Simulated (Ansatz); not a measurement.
GaH₄N

Input file:

```
crystal:
  periodic: [false, false, false]
  atoms:
    - { symbol: Ga, position_ang: [0.092413, 0.001028, 0.045512] }
    - { symbol: H, position_ang: [0.686013, -0.430217, 1.402766] }
    - { symbol: H, position_ang: [1.568267, 0.426957, -0.097858] }
    - { symbol: "N", position_ang: [-1.45225, -0.004725, -0.844276] }
    - { symbol: H, position_ang: [-2.315546, -0.368174, -0.459643] }
    - { symbol: H, position_ang: [-1.572798, 0.375131, -1.775001] }
basis:
  gaussian: { orbitals: def2-SVP }
hamiltonian:
  xc: cam_b3lyp
  dispersion: d4
relax:
  f_tol: 0.03
  max_steps: 50
output:
  orbitals: {}
```

Run with:

```sh
ansatz run input.yaml --threads 2 --pin off --max-ram 3072MiB --backend cpu --events-out ev --progress --plain --runs-dir out
```

The fields are those of the run's last geometry, not of the input's.

Method: Ansatz 0.2.0, RKS CAM-B3LYP-D4/def2-SVP.

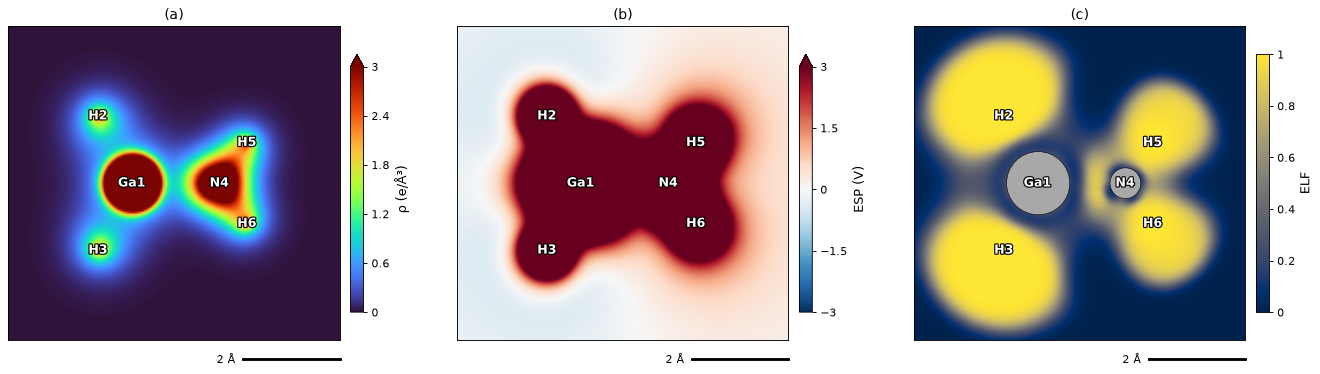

Figure 1. (a) electron density; (b) electrostatic potential; (c) ELF on the molecular plane. Grey discs cover the atomic cores in the ELF map.

What does the map show?

- The section cuts through Ga, H and N sites.
- Ga–N (1.81 Å): the density is about 0.93 e/Å³ at the midpoint; the ELF peaks at about 0.85 in the valence shell of N, 0.6 Å from its nucleus, and is about 0.30 at the midpoint.
- N–H (1.01 Å): ρ at the midpoint is about 2.8 e/Å³; the ELF climbs to about 1 towards the hydrogen, as it does in any bond to H: an ordinary covalent bond to hydrogen.
- Ga–H (1.56 Å): ρ at the midpoint is about 0.99 e/Å³; the ELF climbs to about 1 towards the hydrogen.
- Outside the dense part of the molecule the potential is most negative (−0.4 V) near H2 and H3.

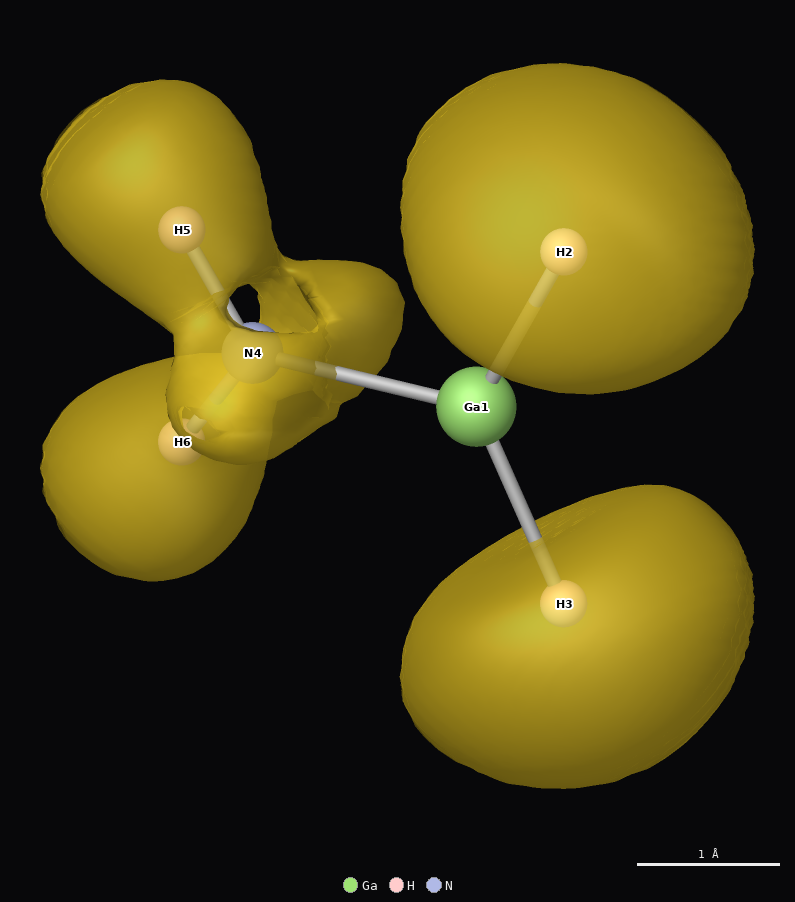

Figure 2. Isosurface of the electron localisation function at 0.8 (yellow), seen at a tilt. Only the valence region is drawn (cores and ρ < 0.01 e/Å³ removed).

What do the ELF domains correspond to?

The surface consists of two regions around hydrogen nuclei and one joined region spread over several atoms (H, N), in which their bonds and any lone pairs are merged.

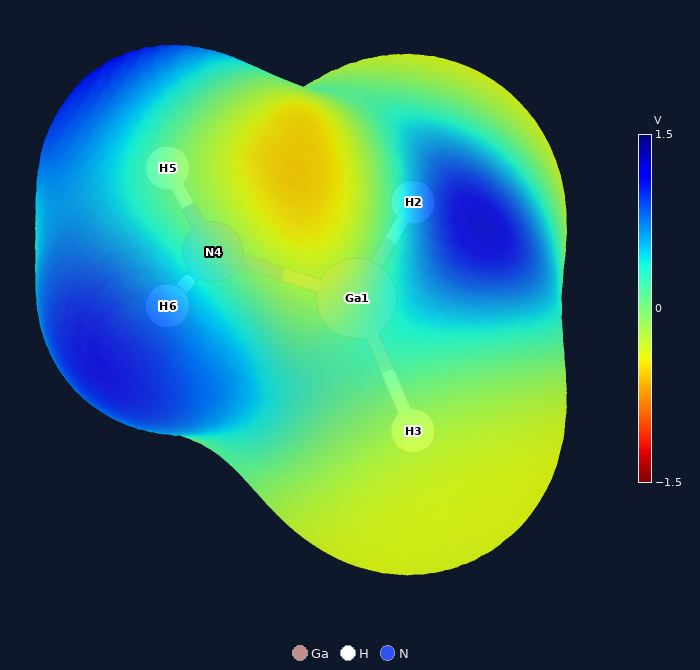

Figure 3. The molecular electrostatic potential painted on the density surface at 0.001 e/bohr³, seen at a tilt; the colour scale runs from red (negative) to blue (positive).

Where is the surface potential most negative and most positive?

The most negative region (about −0.6 V) lies over N4, the most positive (about +1.2 V) over Ga1.

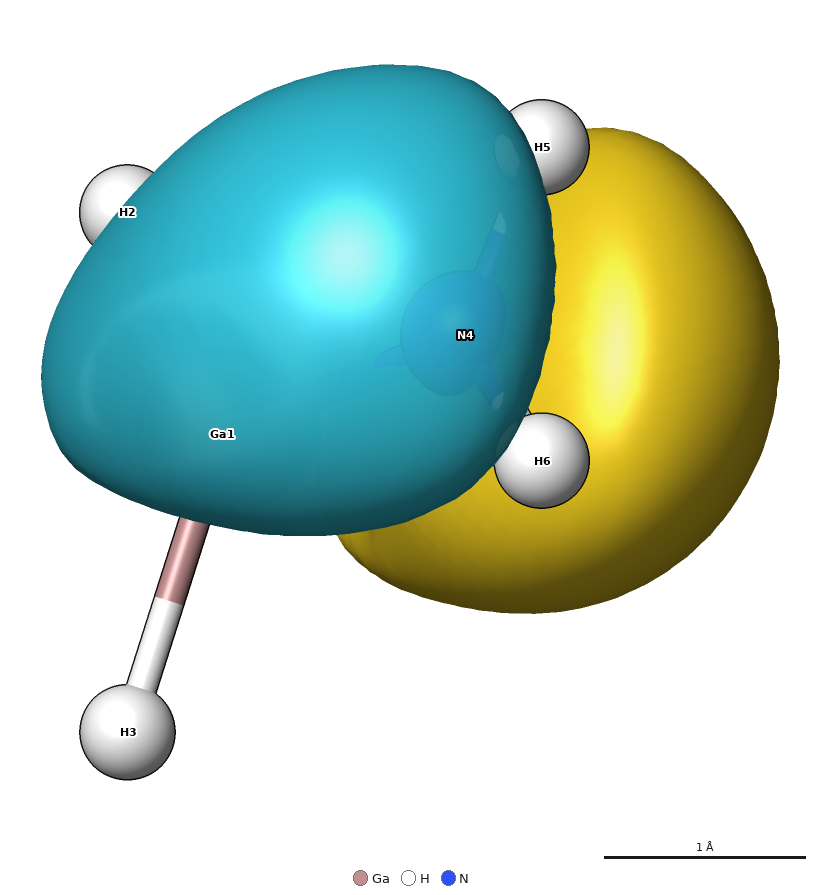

Figure 4. The HOMO at ±0.1 Å⁻³ᐟ² (yellow and cyan are the two phases), seen at an oblique angle.

Describe this orbital and give its energy.

It lies mainly on N4 (about 75 %) and Ga1 (about 15 %); it changes sign across the molecular plane (π type). Its energy is −8.69 eV.
